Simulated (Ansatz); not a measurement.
```xyz
11

C    -1.4872    1.1882   -0.0932
N    -0.8824   -0.1193   -0.0489
C    -1.1414   -0.9702    0.8016
C    -0.5291   -2.3348    0.8699
Cl   -2.3218   -0.6881    2.1145
H    -1.0824    1.7414   -0.9373
H    -2.5701    1.1170   -0.2082
H    -1.2846    1.7474    0.8219
H    -1.3043   -3.0975    0.7971
H    -0.0166   -2.4687    1.8225
H     0.1765   -2.4436    0.0504
```

Level of theory: RHF/def2-SVP in Ansatz 0.2.0.

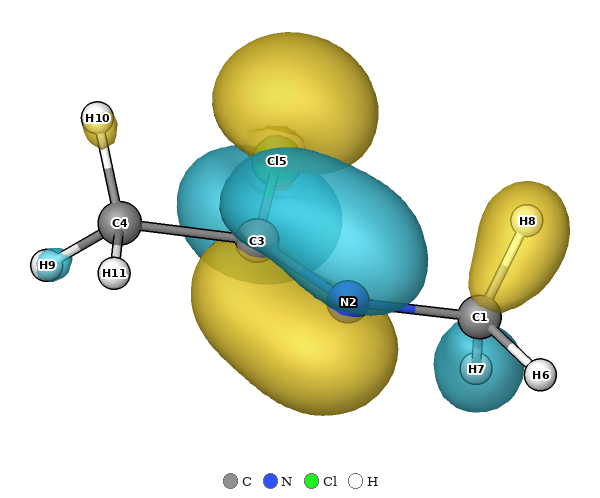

C3H6ClN (SMILES CN=C(C)Cl). The HOMO−1 at ±0.15 Å⁻³ᐟ² (yellow and cyan are the two phases), seen at an oblique angle.

**Describe this orbital and give its energy.**

Its weight (Hirshfeld) is mainly on Cl5 (about 30 %), N2 (about 30 %), C3 (about 20 %) and C1 (about 5 %). Its energy is −11.14 eV.
